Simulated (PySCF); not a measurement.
Vertical excitations of a molecule C3H9In from TDDFT-PBE0/def2-SVPD (PySCF), as energy in eV (oscillator strength): 4.29 (0.000), 4.82 (0.001), 5.86 (0.101), 6.50 (0.052), 6.63 (0.009), 6.95 (0.138), 7.18 (0.019), 7.25 (0.122), 7.34 (0.147), 7.52 (0.334). Lowest triplet (TDA): 4.03 eV. Geometry optimised at r2SCAN-D4/def2-SVP. The def2 effective core potentials stand for the cores of In; spin–orbit coupling is left out. Other conformers were not sampled.

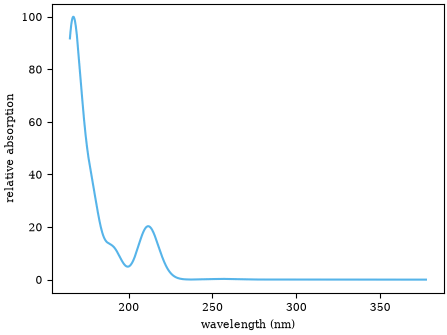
*The lines broadened by 0.4 eV.*

Question: Pick the molecule that these values belong to.
A. C[CH2][InH][CH3]
B. CC[CH2][InH2]
C. [CH3][In]([CH3])[CH3]
D. C[CH](C)[InH2]

Answer: A, C[CH2][InH][CH3]
